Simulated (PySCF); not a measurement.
# [TlF2]+: from a template to the relaxed complex

What shape and bonds does [TlF2]+ have? It is relaxed from a template within its point group. The species was built from a template and needn't be a known compound.

The runs use PySCF 2.14.0; PBE0, Tl def2-SVP with ECP60, F def2-SVP; scalar-relativistic core potentials, no spin–orbit coupling.

1 further run of the same task is left out (for a known fault of the program).

## Step 1: The starting structure

3 atoms, charge 1, spin multiplicity 1.

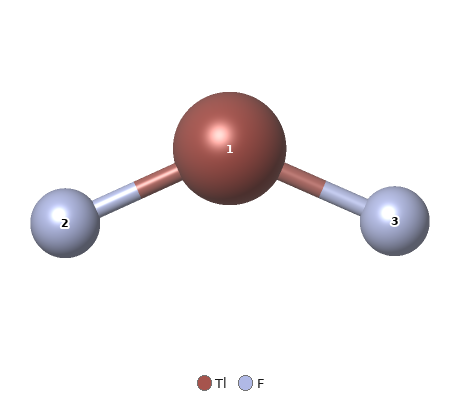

The starting geometry (thallium brown, fluorine light blue); atoms are numbered from 1 in the order of the file.

As a file:

```xyz
3
F2Tl
Tl    0.00000    0.00000    0.00000
F     1.73480    0.00000    0.77640
F    -1.73480    0.00000    0.77640
```

Formal oxidation states: Tl +3.

## Step 2: SCF at the start, singlet

File run.py (the lines that set the calculation):

```python
mol = gto.M(atom='''
Tl     0.00000     0.00000     0.00000
F      1.73480     0.00000     0.77640
F     -1.73480     0.00000     0.77640''',
    basis={'Tl': 'def2-SVP', 'F': 'def2-SVP'},
    ecp={'Tl': 'def2-SVP'},
    charge=1, spin=0)
mf = dft.RKS(mol, xc='PBE0')
mf.grids.atom_grid = (50, 194)
mf = mf.density_fit()  # fitting sets: Tl def2-universal-JKFIT, F def2-universal-JKFIT
mf.conv_tol = 1e-08; mf.max_cycle = 55
mf.kernel(dm0)  # dm0: free metal ions and neutral atoms
```

The run is started by

```console
$ OMP_NUM_THREADS=2 python run.py
```

Output:

```text
init E= -371.824683957895
  HOMO = -0.70762103363605  LUMO = -0.484913136609798  gap/eV = 6.06019
cycle= 1 E= -371.310780518797  delta_E= 0.514  |g|= 0.789  |ddm|=  2.5
  HOMO = -0.492928143736528  LUMO = -0.404333749019095  gap/eV = 2.41078
cycle= 2 E= -370.719129932207  delta_E= 0.592  |g|= 1.91  |ddm|= 2.55
  HOMO = -0.659087938239069  LUMO = -0.46107807875191  gap/eV = 5.38812
cycle= 3 E= -371.447268764808  delta_E= -0.728  |g|= 0.0429  |ddm|=  1.7
  HOMO = -0.654939929339846  LUMO = -0.45136998033265  gap/eV = 5.53942
cycle= 4 E= -371.447598264191  delta_E= -0.000329  |g|= 0.0186  |ddm|= 0.05
  HOMO = -0.657869253066097  LUMO = -0.452442196356682  gap/eV = 5.58995
cycle= 5 E= -371.447660193512  delta_E= -6.19e-05  |g|= 0.00429  |ddm|= 0.0137
  HOMO = -0.658306315577804  LUMO = -0.452127751430154  gap/eV = 5.61040
cycle= 6 E= -371.447664610649  delta_E= -4.42e-06  |g|= 0.000373  |ddm|= 0.00549
  HOMO = -0.658302480080862  LUMO = -0.452175024112279  gap/eV = 5.60901
cycle= 7 E= -371.447664648571  delta_E= -3.79e-08  |g|= 7.62e-05  |ddm|= 0.000613
  HOMO = -0.658294126474434  LUMO = -0.452172422745651  gap/eV = 5.60886
cycle= 8 E= -371.447664649726  delta_E= -1.15e-09  |g|= 3.97e-06  |ddm|= 8.84e-05
  HOMO = -0.658293410784249  LUMO = -0.452171782175331  gap/eV = 5.60886
Extra cycle  E= -371.44766464973  delta_E= -4.32e-12  |g|= 4.56e-06  |ddm|= 1.07e-05
converged SCF energy = -371.44766464973
```

Wall time 0.8 s (2 threads of Arm Neoverse V2, shared host); peak memory 0.26 GiB.

Result: E = -371.447665 Eh, HOMO -17.91 eV, LUMO -12.30 eV, Mulliken charge on Tl1 +1.50 e. 

## Step 3: Relaxation, singlet

Steps are kept in the start's point group, C2v.

File run.py (the lines that set the calculation):

```python
mol = gto.M(atom='''
Tl     0.00000     0.00000    -0.12142
F      1.73480     0.00000     0.65498
F     -1.73480     0.00000     0.65498''',
    basis={'Tl': 'def2-SVP', 'F': 'def2-SVP'},
    ecp={'Tl': 'def2-SVP'},
    charge=1, spin=0)
mf = dft.RKS(mol, xc='PBE0')
mf.grids.atom_grid = (50, 194)
mf = mf.density_fit()  # fitting sets: Tl def2-universal-JKFIT, F def2-universal-JKFIT
mf.conv_tol = 1e-08; mf.max_cycle = 55
mf.kernel(dm0)  # dm0: an SCF of this state at this start
# quasi-Newton relaxation in Cartesian coordinates to a largest gradient under 0.00045 Eh/bohr, steps kept in the point group
```

The run is started by

```console
$ OMP_NUM_THREADS=2 python run.py
```

No log is kept here; the results follow.

Wall time 4.9 s (2 threads of Arm Neoverse V2, shared host).

Along the way:

```
step  energy from step 1 (eV)  largest force component (eV/Å)
   1                   0.0000                          1.9344
   2                  -0.4309                          1.5770
   3                  -0.6237                          1.3391
   4                  -0.7640                          1.0372
   5                  -0.8495                          0.2275
   6                  -0.8603                          0.0983
   7                  -0.8608                          0.0030
```

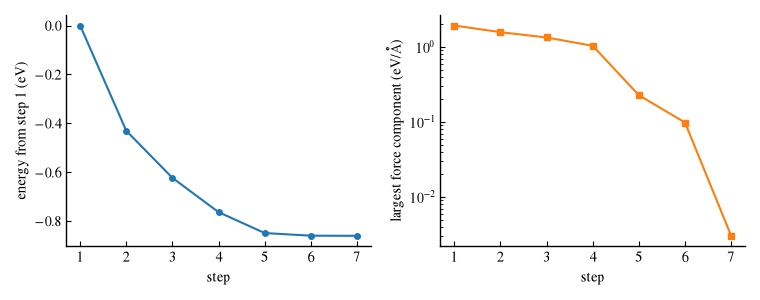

Energy and largest force along the relaxation.

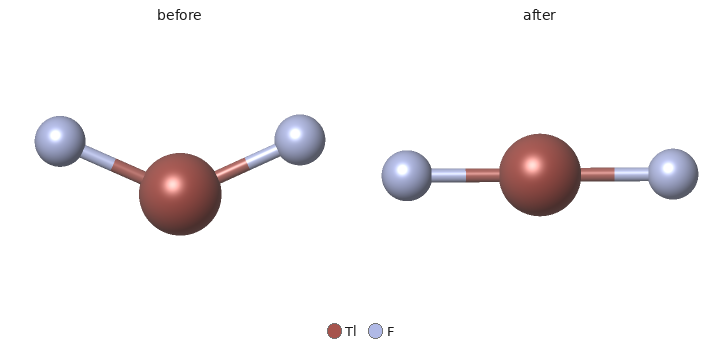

Before and after, at one scale.

Distances of close pairs at the start and the end, largest changes first:

```
  bond  before (Å)  after (Å)  change (Å)
Tl1–F2       1.901      1.924      +0.023
Tl1–F3       1.901      1.924      +0.023
```

It ends in D∞h at E = -371.479299 Eh.

```xyz
3

Tl    0.00000    0.00000    0.39549
F     1.92357    0.00000    0.39653
F    -1.92357    0.00000    0.39653
```

## Step 4: The relaxed geometry turned into its symmetry frame

File run.py (the lines that set the calculation):

```python
mol = gto.M(atom='''
Tl     0.00000     0.00000     0.00000
F      1.92357     0.00000     0.00000
F     -1.92357     0.00000     0.00000''',
    basis={'Tl': 'def2-SVP', 'F': 'def2-SVP'},
    ecp={'Tl': 'def2-SVP'},
    charge=1, spin=0)
mf = dft.RKS(mol, xc='PBE0')
mf.grids.atom_grid = (50, 194)
mf = mf.density_fit()  # fitting sets: Tl def2-universal-JKFIT, F def2-universal-JKFIT
mf.conv_tol = 1e-08; mf.max_cycle = 55
mf.kernel(dm0)  # dm0: free metal ions and neutral atoms
```

The run is started by

```console
$ OMP_NUM_THREADS=2 python run.py
```

Output:

```text
init E= -371.796526639745
  HOMO = -0.716900778833866  LUMO = -0.463767246550077  gap/eV = 6.88811
cycle= 1 E= -371.360794188566  delta_E= 0.436  |g|= 0.744  |ddm|=  2.4
  HOMO = -0.520323760196389  LUMO = -0.357712033356716  gap/eV = 4.42489
cycle= 2 E= -370.964121311298  delta_E= 0.397  |g|= 1.64  |ddm|= 2.24
  HOMO = -0.66708671756612  LUMO = -0.427947151780522  gap/eV = 6.50732
cycle= 3 E= -371.478975804535  delta_E= -0.515  |g|= 0.038  |ddm|= 1.43
  HOMO = -0.662787572348206  LUMO = -0.416199611060581  gap/eV = 6.71000
cycle= 4 E= -371.479265391984  delta_E= -0.00029  |g|= 0.0142  |ddm|= 0.0506
  HOMO = -0.664916731015624  LUMO = -0.418122586297642  gap/eV = 6.71561
cycle= 5 E= -371.47929713248  delta_E= -3.17e-05  |g|= 0.00251  |ddm|= 0.013
  HOMO = -0.665266238219251  LUMO = -0.418081126779203  gap/eV = 6.72625
cycle= 6 E= -371.479298587539  delta_E= -1.46e-06  |g|= 0.000251  |ddm|= 0.00273
  HOMO = -0.665246638979886  LUMO = -0.41808361555923  gap/eV = 6.72565
cycle= 7 E= -371.479298602288  delta_E= -1.47e-08  |g|= 2.19e-05  |ddm|= 0.000372
  HOMO = -0.665244110318875  LUMO = -0.418082888424411  gap/eV = 6.72560
cycle= 8 E= -371.479298602397  delta_E= -1.09e-10  |g|= 2.58e-06  |ddm|= 3.22e-05
  HOMO = -0.665244409462964  LUMO = -0.418082682137381  gap/eV = 6.72561
Extra cycle  E= -371.479298602397  delta_E= -5.12e-13  |g|= 3.11e-06  |ddm|= 5.4e-06
converged SCF energy = -371.479298602397
```

It took 0.3 s on 2 threads of Arm Neoverse V2, shared host.

Result: E = -371.479299 Eh, HOMO -18.10 eV, LUMO -11.38 eV, Mulliken charge on Tl1 +1.48 e. 

## Step 5: Harmonic vibrations

run.py (the lines that set the calculation), as its differences from that of step 4:

```diff
@@ -10,3 +10,4 @@
 mf = mf.density_fit()  # fitting sets: Tl def2-universal-JKFIT, F def2-universal-JKFIT
-mf.conv_tol = 1e-08; mf.max_cycle = 55
-mf.kernel(dm0)  # dm0: free metal ions and neutral atoms
+mf.conv_tol = 1e-10; mf.max_cycle = 55
+mf.kernel(dm0)  # dm0: the density of the relaxed state
+# Hessian and dipole derivatives by central differences of gradients, 0.02 bohr
```

The run is started by

```console
$ OMP_NUM_THREADS=2 python run.py
```

The driver keeps no SCF log for this step, only its results.

Run time: 3.8 s. Hardware: 2 threads of Arm Neoverse V2, shared host.

Point group D∞h; negative numbers are unstable modes, and those under 60 cm⁻¹ are near the numerical noise:

```
cm⁻¹  km/mol  symmetry
 157    14.1        πu
 157    14.1        πu
 606     0.0       σg+
 706    23.5       σu+
```

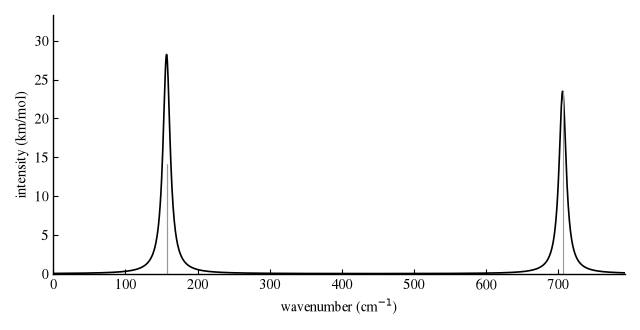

The infrared spectrum from the harmonic lines. Lines are broadened to a width of 12 cm⁻¹ (Lorentzian).

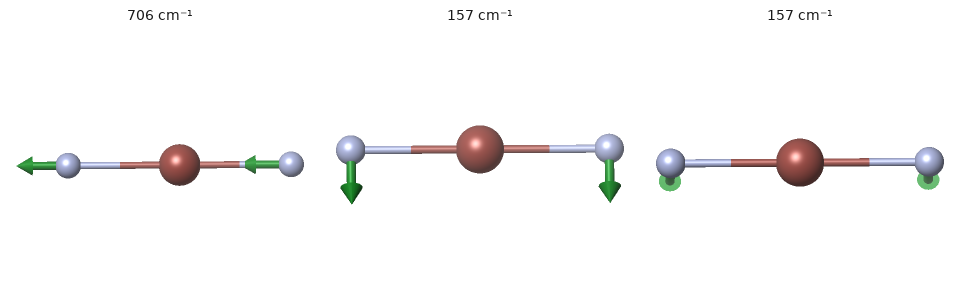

How the atoms move in 3 of the modes.

## Step 6: Properties on a finer grid

File run.py (the lines that set the calculation):

```python
mol = gto.M(atom='''
Tl     0.00000     0.00000     0.39549
F      1.92357     0.00000     0.39653
F     -1.92357     0.00000     0.39653''',
    basis={'Tl': 'def2-SVP', 'F': 'def2-SVP'},
    ecp={'Tl': 'def2-SVP'},
    charge=1, spin=0)
mf = dft.RKS(mol, xc='PBE0')
mf.grids.atom_grid = (75, 302)
mf = mf.density_fit()  # fitting sets: Tl def2-universal-JKFIT, F def2-universal-JKFIT
mf.conv_tol = 1e-09; mf.max_cycle = 55
mf.kernel(dm0)  # dm0: the density of the relaxed state
```

The run is started by

```console
$ OMP_NUM_THREADS=2 python run.py
```

Output:

```text
init E= -371.479225699792
  HOMO = -0.665240874318956  LUMO = -0.41804063602148  gap/eV = 6.72666
cycle= 1 E= -371.479225925922  delta_E= -2.26e-07  |g|= 0.000301  |ddm|= 0.00113
  HOMO = -0.665163255915891  LUMO = -0.417960924767563  gap/eV = 6.72672
cycle= 2 E= -371.479225916212  delta_E= 9.71e-09  |g|= 0.000387  |ddm|= 0.000442
  HOMO = -0.665219687990536  LUMO = -0.417990732243759  gap/eV = 6.72744
cycle= 3 E= -371.479225939958  delta_E= -2.37e-08  |g|= 9.03e-05  |ddm|= 0.000354
  HOMO = -0.665215166980869  LUMO = -0.417993548733552  gap/eV = 6.72724
cycle= 4 E= -371.479225941531  delta_E= -1.57e-09  |g|= 2.1e-05  |ddm|= 0.000116
  HOMO = -0.665214734209426  LUMO = -0.417992862881135  gap/eV = 6.72725
cycle= 5 E= -371.479225941551  delta_E= -1.95e-11  |g|= 1.9e-05  |ddm|= 2.88e-05
  HOMO = -0.665216058765359  LUMO = -0.41799273841988  gap/eV = 6.72729
Extra cycle  E= -371.479225941188  delta_E= 3.62e-10  |g|= 4.75e-05  |ddm|= 4.99e-05
converged SCF energy = -371.479225941188
```

It took 1.7 s on 2 threads of Arm Neoverse V2, shared host.

Read off: E = -371.479226 Eh, HOMO -18.10 eV, LUMO -11.37 eV, Mulliken charge on Tl1 +1.48 e, largest force component 0.041 eV/Å. 

Löwdin charges:

```
atom  value (e)
 Tl1       1.22
  F2      -0.11
  F3      -0.11
```

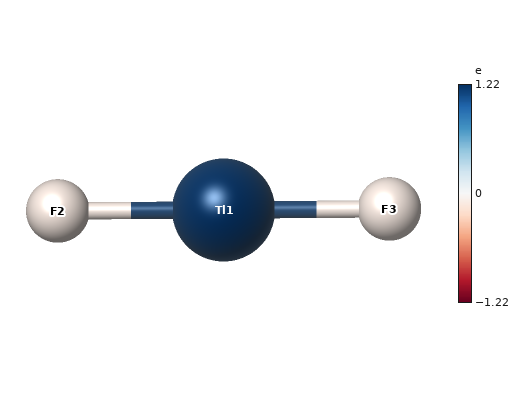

Löwdin charges, as colours on the atoms.

Mulliken charges: Tl1 +1.48, F2 -0.24, F3 -0.24 e.

Contacts (the nearest donor of each ligand) and Mayer bond orders:

```
   contact  distance (Å)  bond order
Tl1–F2 (F)         1.924        1.04
Tl1–F3 (F)         1.924        1.04
```

Mulliken populations of Tl1 outside the core potential: s 3.05, p 6.44, d 10.02.

The fields below are evaluated on a grid from the run's orbitals.

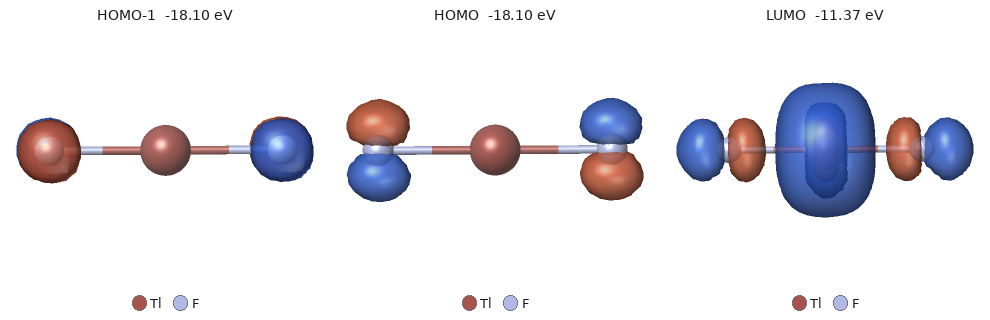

PBE0 orbitals near the gap, drawn at the value that encloses 70 % of each; the two colours are the two signs.

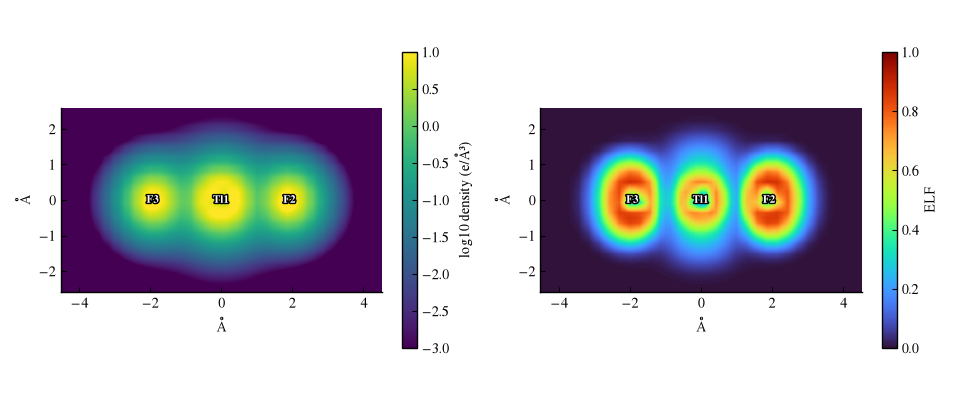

Density (left) and ELF (right) in a plane through or near 3 of the atoms.

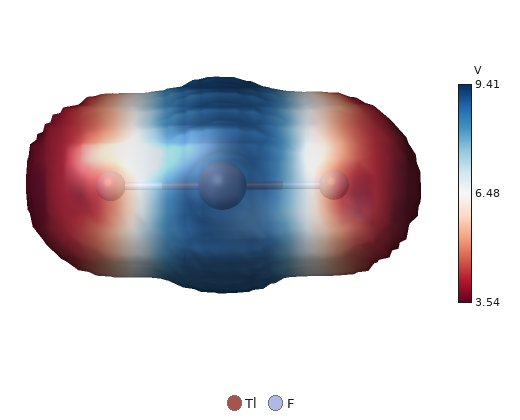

Electrostatic potential on the surface of density 0.002 e/bohr³; red is low, blue high. It runs from 3.54 V near F2 to 9.41 V near Tl1.

## Step 7: Outcome

| quantity | value |
| --- | --- |
| state and point group | singlet, D∞h |
| modes | 157 to 706 cm⁻¹, none unstable |
| strongest infrared band (modes within 1.5 cm⁻¹ summed) | 157 cm⁻¹ (28 km/mol) |
| zero-point energy | 0.101 eV |
| ideal gas, 298 K, 1 bar | S = 266.6, Cp = 52.6 J/(mol K) |
| metal–ligand contacts | 1.92 Å |
| frontier levels | HOMO -18.10 eV, LUMO -11.37 eV |
| dipole about the centre of mass | 0.00 D |
| mean polarisability | 3.3 Å³ |

**Reading.** All modes are real, so the structure is a minimum. The metal carries +1.22 e by Löwdin's partition against a formal +3, and bond orders to the nearest donors reach 1.04. Both measures hang on the basis. One start shape was tried, so another isomer may lie lower. The bases are small and lack diffuse functions. Spin–orbit coupling is left out.
